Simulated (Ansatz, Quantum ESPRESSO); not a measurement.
# KCdF3 (Pm-3m): zone-centre phonons

Which modes does KCdF3 (Pm-3m) have at the zone centre?

Program: Quantum ESPRESSO 7.5. Level of theory: DFT LDA, scalar-relativistic, plane waves, JTH PAW pseudopotentials. Results are calculated unless marked as measured.

## 1. Starting point

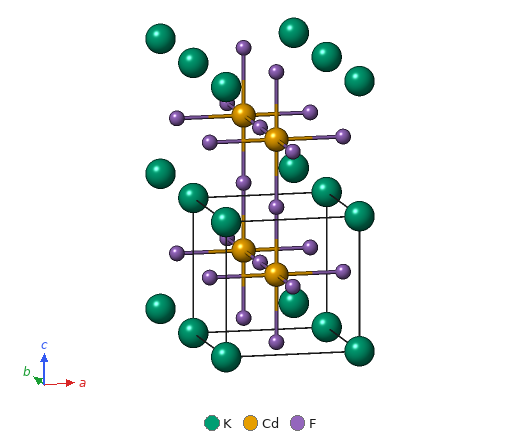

The cell as given, slightly off an axis (potassium teal, cadmium orange, fluorine purple). 1×2×2 cells are drawn. Some periodic images of atoms are drawn too.

## 2. A first look

Before anything dear is run, a loose run with smearing shows whether this is a metal and how far the cell is from rest.

The input, probe.in:

```
&CONTROL
  calculation = 'scf'
  prefix      = 'x'
  outdir      = './tmp'
  pseudo_dir  = './pseudo'
  tprnfor     = .true.
  tstress     = .true.
  verbosity   = 'high'
/
&SYSTEM
  ibrav       = 0
  nat         = 5
  ntyp        = 3
  ecutwfc     = 50.0
  ecutrho     = 250.0
  occupations = 'smearing'
  smearing    = 'gaussian'
  degauss     = 0.01
/
&ELECTRONS
  conv_thr         = 1.0d-07
  mixing_beta      = 0.7
  electron_maxstep = 100
/
ATOMIC_SPECIES
 K      39.0983  K.upf
 Cd    112.4140  Cd.upf
 F      18.9984  F.upf
CELL_PARAMETERS angstrom
     4.382089020    0.000000000    0.000000000
     0.000000000    4.382089020    0.000000000
     0.000000000    0.000000000    4.382089020
ATOMIC_POSITIONS crystal
 K      0.000000000   0.000000000   0.000000000
 Cd     0.500000000   0.500000000   0.500000000
 F      0.000000000   0.500000000   0.500000000
 F      0.500000000   0.000000000   0.500000000
 F      0.500000000   0.500000000   0.000000000
K_POINTS automatic
 4 4 4 0 0 0
```

Command:

```bash
OMP_NUM_THREADS=1 mpirun -n 4 pw.x -nk 4 -in probe.in > probe.out
```

Output:

```text
[banners, grids, parts of the stress and lines that vanish by symmetry left out]
Program PWSCF v.7.5
     file K.upf: wavefunction(s)  3S 4S 3P 4P 0D renormalized
     file Cd.upf: wavefunction(s)  0S 5P 0P 4D 0D renormalized
[...]
kinetic-energy cutoff     =      50.0000  Ry
     charge density cutoff     =     250.0000  Ry
     scf convergence threshold =      1.0E-07
[...]
Exchange-correlation= SLA PW NOGX NOGC
                           (   1   4   0   0   0   0   0)
[...]
48 Sym. Ops., with inversion, found
[...]
(     0          1          0      )
                  (     0          0          1      )
[...]
(  0.0000000  1.0000000  0.0000000 )
                  (  0.0000000  0.0000000  1.0000000 )
[...]
(     0         -1          0      )
[...]
( -1.0000000  0.0000000  0.0000000 )
                  (  0.0000000  1.0000000  0.0000000 )
[...]
number of k points=    10  Gaussian smearing, width (Ry)=  0.0100
[...]
End of self-consistent calculation
[...]
the Fermi energy is     4.4623 ev
!    total energy              =    -656.79886343 Ry
[...]
convergence has been achieved in   9 iterations
[...]
atom    1 type  1   force =     0.00000000    0.00000000    0.00000000
     atom    2 type  2   force =     0.00000000    0.00000000    0.00000000
     atom    3 type  3   force =     0.00000000    0.00000000    0.00000000
     atom    4 type  3   force =     0.00000000    0.00000000    0.00000000
     atom    5 type  3   force =     0.00000000    0.00000000    0.00000000
[...]
Total force =     0.000000     Total SCF correction =     0.000000
[...]
total   stress  (Ry/bohr**3)                   (kbar)     P=      -39.76
[...]
XML data file, charge density, pseudopotentials, collected wavefunctions

   JOB DONE.
```

Run time: 8.8 s. Hardware: 4 MPI ranks of AMD EPYC 7R43, shared host; 34 s of CPU time.

Numbers from this step:

```
volume per atom   : 16.83 Å³
pressure          : -3.976 GPa
gap on the k-mesh : 2.763 eV
```

A gap of 2.8 eV opens on this mesh, so the crystal is taken as an insulator; the start stands at -4.0 GPa.

## 3. Relaxing the cell and atoms

The harmonic expansion starts where the forces on the atoms vanish, and stress shifts the frequencies, so cell and atoms are relaxed with tight thresholds.

The input, relax.in:

```
&CONTROL
  calculation   = 'vc-relax'
  prefix        = 'x'
  outdir        = './tmp'
  pseudo_dir    = './pseudo'
  tprnfor       = .true.
  tstress       = .true.
  forc_conv_thr = 2.0d-05
  etot_conv_thr = 1.0d-07
  nstep         = 40
/
&SYSTEM
  ibrav       = 0
  nat         = 5
  ntyp        = 3
  ecutwfc     = 50.0
  ecutrho     = 250.0
  occupations = 'fixed'
  nbnd        = 23
/
&ELECTRONS
  conv_thr         = 1.0d-11
  mixing_beta      = 0.7
  electron_maxstep = 100
/
&IONS
/
&CELL
  press_conv_thr = 0.1
/
ATOMIC_SPECIES
 K      39.0983  K.upf
 Cd    112.4140  Cd.upf
 F      18.9984  F.upf
CELL_PARAMETERS angstrom
     4.382089020    0.000000000    0.000000000
     0.000000000    4.382089020    0.000000000
     0.000000000    0.000000000    4.382089020
ATOMIC_POSITIONS crystal
 K      0.000000000   0.000000000   0.000000000
 Cd     0.500000000   0.500000000   0.500000000
 F      0.000000000   0.500000000   0.500000000
 F      0.500000000   0.000000000   0.500000000
 F      0.500000000   0.500000000   0.000000000
K_POINTS automatic
 4 4 4 0 0 0
```

Command:

```bash
OMP_NUM_THREADS=1 mpirun -n 4 pw.x -nk 4 -in relax.in > relax.out
```

Output:

```text
[banners, grids, parts of the stress and lines that vanish by symmetry left out]
[banner, memory and clock lines left out]
Program PWSCF v.7.5

[...]
kinetic-energy cutoff     =      50.0000  Ry
     charge density cutoff     =     250.0000  Ry
     scf convergence threshold =      1.0E-11
[...]
energy convergence thresh.=      1.0E-07
     force convergence thresh. =      2.0E-05
     press convergence thresh. =      1.0E-01
     Exchange-correlation= SLA PW NOGX NOGC
                           (   1   4   0   0   0   0   0)
[...]
48 Sym. Ops., with inversion, found
[...]
number of k points=    10
[...]
End of self-consistent calculation
[...]
highest occupied, lowest unoccupied level (ev):     3.1167    5.8794
!    total energy              =    -656.79886345 Ry
[...]
convergence has been achieved in  12 iterations
[...]
atom    1 type  1   force =     0.00000000    0.00000000    0.00000000
     atom    2 type  2   force =     0.00000000    0.00000000    0.00000000
     atom    3 type  3   force =     0.00000000    0.00000000    0.00000000
     atom    4 type  3   force =     0.00000000    0.00000000    0.00000000
     atom    5 type  3   force =     0.00000000    0.00000000    0.00000000
     Total force =     0.000000     Total SCF correction =     0.000000
[...]
total   stress  (Ry/bohr**3)                   (kbar)     P=      -39.99
[...]
number of bfgs steps    =   0
[...]
CELL_PARAMETERS (angstrom)
[...]
ATOMIC_POSITIONS (crystal)
K                0.0000000000        0.0000000000        0.0000000000
Cd               0.5000000000        0.5000000000        0.5000000000
F                0.0000000000        0.5000000000        0.5000000000
F                0.5000000000        0.0000000000        0.5000000000
[...]
New effective cutoffs (rho, wfc):  253.29   50.66
[...]
End of self-consistent calculation
[...]
highest occupied, lowest unoccupied level (ev):     3.4174    6.1846
!    total energy              =    -656.80154371 Ry
[...]
convergence has been achieved in  15 iterations
[...]
atom    1 type  1   force =     0.00000000    0.00000000    0.00000000
     atom    2 type  2   force =     0.00000000    0.00000000    0.00000000
     atom    3 type  3   force =     0.00000000    0.00000000    0.00000000
     atom    4 type  3   force =     0.00000000    0.00000000    0.00000000
     atom    5 type  3   force =     0.00000000    0.00000000    0.00000000
     Total force =     0.000000     Total SCF correction =     0.000000
[...]
total   stress  (Ry/bohr**3)                   (kbar)     P=      -28.33
[...]
number of bfgs steps    =   1
[...]
CELL_PARAMETERS (angstrom)
[...]
ATOMIC_POSITIONS (crystal)
[...]
New effective cutoffs (rho, wfc):  258.57   51.72
[...]
End of self-consistent calculation
[...]
highest occupied, lowest unoccupied level (ev):     3.8901    6.6597
!    total energy              =    -656.80367528 Ry
[...]
convergence has been achieved in  21 iterations
[...]
atom    1 type  1   force =     0.00000000    0.00000000    0.00000000
     atom    2 type  2   force =     0.00000000    0.00000000    0.00000000
     atom    3 type  3   force =     0.00000000    0.00000000    0.00000000
     atom    4 type  3   force =     0.00000000    0.00000000    0.00000000
[...]
Total force =     0.000000     Total SCF correction =     0.000000
[...]
total   stress  (Ry/bohr**3)                   (kbar)     P=       -8.00
[...]
number of bfgs steps    =   2
[...]
CELL_PARAMETERS (angstrom)
[...]
ATOMIC_POSITIONS (crystal)
[...]
New effective cutoffs (rho, wfc):  260.63   52.13
[...]
End of self-consistent calculation
[...]
highest occupied, lowest unoccupied level (ev):     4.0779    6.8470
!    total energy              =    -656.80383487 Ry
[...]
convergence has been achieved in  18 iterations
[...]
Total force =     0.000000     Total SCF correction =     0.000000
[...]
total   stress  (Ry/bohr**3)                   (kbar)     P=        0.76
[...]
number of bfgs steps    =   3
[...]
CELL_PARAMETERS (angstrom)
[...]
ATOMIC_POSITIONS (crystal)
[...]
New effective cutoffs (rho, wfc):  260.45   52.10
[...]
End of self-consistent calculation
[...]
highest occupied, lowest unoccupied level (ev):     4.0616    6.8308
!    total energy              =    -656.80383624 Ry
[...]
convergence has been achieved in  13 iterations
[...]
Total force =     0.000000     Total SCF correction =     0.000000
[...]
total   stress  (Ry/bohr**3)                   (kbar)     P=       -0.02
[...]
number of bfgs steps    =   4
[...]
small trust_radius: resetting bfgs history
[...]
CELL_PARAMETERS (angstrom)
[...]
ATOMIC_POSITIONS (crystal)
[...]
New effective cutoffs (rho, wfc):  260.45   52.10
[...]
End of self-consistent calculation
[...]
highest occupied, lowest unoccupied level (ev):     4.0618    6.8310
!    total energy              =    -656.80383624 Ry
[...]
convergence has been achieved in   7 iterations
[...]
atom    3 type  3   force =     0.00000000    0.00000000    0.00000000
     atom    4 type  3   force =     0.00000000    0.00000000    0.00000000
     atom    5 type  3   force =     0.00000000    0.00000000    0.00000000
     Total force =     0.000000     Total SCF correction =     0.000000
[...]
total   stress  (Ry/bohr**3)                   (kbar)     P=       -0.01
[...]
bfgs converged in   6 scf cycles and   5 bfgs steps
[...]
End of BFGS Geometry Optimization
     Final enthalpy           =    -656.8038362402 Ry
     File ./tmp/x.bfgs deleted, as requested
[...]
CELL_PARAMETERS (angstrom)
[...]
ATOMIC_POSITIONS (crystal)
[...]
F                0.5000000000        0.0000000000        0.5000000000
F                0.5000000000        0.5000000000        0.0000000000
[...]
Final scf calculation at the relaxed structure.
[...]
kinetic-energy cutoff     =      50.0000  Ry
     charge density cutoff     =     250.0000  Ry
     scf convergence threshold =      1.0E-13
[...]
press convergence thresh. =      1.0E-01
     Exchange-correlation= SLA PW NOGX NOGC
                           (   1   4   0   0   0   0   0)
[...]
48 Sym. Ops., with inversion, found
[...]
number of k points=    10
[...]
c_bands:  1 eigenvalues not converged
[...]
End of self-consistent calculation
[...]
highest occupied, lowest unoccupied level (ev):     4.0618    6.8310
!    total energy              =    -656.80244048 Ry
[...]
convergence has been achieved in  15 iterations
[...]
atom    1 type  1   force =     0.00000000    0.00000000    0.00000000
     atom    2 type  2   force =     0.00000000    0.00000000    0.00000000
     atom    3 type  3   force =     0.00000000    0.00000000    0.00000000
     atom    4 type  3   force =     0.00000000    0.00000000    0.00000000
     atom    5 type  3   force =     0.00000000    0.00000000    0.00000000
     Total force =     0.000000     Total SCF correction =     0.000000
[...]
total   stress  (Ry/bohr**3)                   (kbar)     P=        1.36
[...]
XML data file, charge density, pseudopotentials, collected wavefunctions
```

Run time: 64 s. Hardware: 4 MPI ranks.

The steps of the relaxation:

```tsv
step	energy less that of the first step (eV)	largest force (eV/Å)	pressure (GPa)	volume (Å³)
1	0.0000	0.0000	-4.00	84.15
2	-0.0365	0.0000	-2.83	82.44
3	-0.0655	0.0000	-0.80	79.93
4	-0.0676	0.0000	0.08	78.98
5	-0.0677	0.0000	0.00	79.07
6	-0.0677	0.0000	0.00	79.06
7	-0.0487	0.0000	0.14	79.06
```

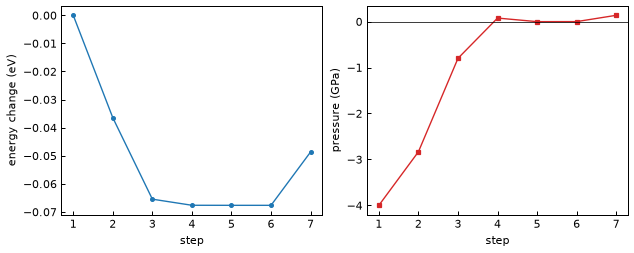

Energy and pressure along the relaxation.

```tsv
conventional cell, symmetrised	before	after	change
a (Å)	4.382	4.292	-2.1 %
b (Å)	4.382	4.292	-2.1 %
c (Å)	4.382	4.292	-2.1 %
volume (Å³/atom)	16.83	15.81	-6.0 %
```

Final coordinates:

```xyz
5
Lattice="4.2920 0.0000 0.0000 0.0000 4.2920 0.0000 0.0000 0.0000 4.2920" Properties=species:S:1:pos:R:3 pbc="T T T"
K     0.0000    0.0000    0.0000
Cd    2.1460    2.1460    2.1460
F     0.0000    2.1460    2.1460
F     2.1460    0.0000    2.1460
F     2.1460    2.1460    0.0000
```

The last row of the table of steps is pw.x's closing run on a basis chosen anew for the final cell, so its energy can jump.

This step gave:

```
volume per atom   : 15.81 Å³
pressure          : 0.136 GPa
gap on the k-mesh : 2.769 eV
```

The volume changes by -6.0 % from the cell with which this run began.

## 4. Ground state

The response is built on this ground state, so it is converged far tighter than an energy would need. With a gap, occupations are fixed, which also allows the response to an electric field.

The input, scf.in:

```
&CONTROL
  calculation = 'scf'
  prefix      = 'x'
  outdir      = './tmp'
  pseudo_dir  = './pseudo'
  tprnfor     = .true.
  tstress     = .true.
/
&SYSTEM
  ibrav       = 0
  nat         = 5
  ntyp        = 3
  ecutwfc     = 50.0
  ecutrho     = 250.0
  occupations = 'fixed'
  nbnd        = 23
/
&ELECTRONS
  conv_thr         = 1.0d-12
  mixing_beta      = 0.7
  electron_maxstep = 100
/
ATOMIC_SPECIES
 K      39.0983  K.upf
 Cd    112.4140  Cd.upf
 F      18.9984  F.upf
CELL_PARAMETERS angstrom
     4.292014551    0.000000000    0.000000000
     0.000000000    4.292014551    0.000000000
     0.000000000    0.000000000    4.292014551
ATOMIC_POSITIONS crystal
 K      0.000000000   0.000000000   0.000000000
 Cd     0.500000000   0.500000000   0.500000000
 F      0.000000000   0.500000000   0.500000000
 F      0.500000000   0.000000000   0.500000000
 F      0.500000000   0.500000000   0.000000000
K_POINTS automatic
 4 4 4 0 0 0
```

Command:

```bash
OMP_NUM_THREADS=1 mpirun -n 4 pw.x -nk 4 -in scf.in > scf.out
```

Output:

```text
[banners, grids, parts of the stress and lines that vanish by symmetry left out]
[banner, memory and clock lines left out]
Program PWSCF v.7.5

[...]
kinetic-energy cutoff     =      50.0000  Ry
     charge density cutoff     =     250.0000  Ry
     scf convergence threshold =      1.0E-12
[...]
Exchange-correlation= SLA PW NOGX NOGC
                           (   1   4   0   0   0   0   0)
[...]
48 Sym. Ops., with inversion, found
[...]
number of k points=    10
[...]
End of self-consistent calculation
[...]
highest occupied, lowest unoccupied level (ev):     4.0618    6.8310
!    total energy              =    -656.80244048 Ry
[...]
convergence has been achieved in  14 iterations
[...]
atom    1 type  1   force =     0.00000000    0.00000000    0.00000000
     atom    2 type  2   force =     0.00000000    0.00000000    0.00000000
     atom    3 type  3   force =     0.00000000    0.00000000    0.00000000
     atom    4 type  3   force =     0.00000000    0.00000000    0.00000000
     atom    5 type  3   force =     0.00000000    0.00000000    0.00000000
     Total force =     0.000000     Total SCF correction =     0.000000
[...]
total   stress  (Ry/bohr**3)                   (kbar)     P=        1.36
[...]
XML data file, charge density, pseudopotentials, collected wavefunctions
```

The job ended after 13 s (4 MPI ranks).

The cell stands at 0.14 GPa, close enough for phonons.

[end of part 1 of 3]

[Host names and launcher messages were left out of these logs when they were recorded.]

[Logs are printed without paths, hosts, clocks, repeated set-up lines and the standing remarks that a program may print on its own settings, such as how far it seeks lower states.]

[Hosts, paths, dates, database ids (printed as entryN), source tags and the programs' standing remarks are cut or masked in the printed files.]
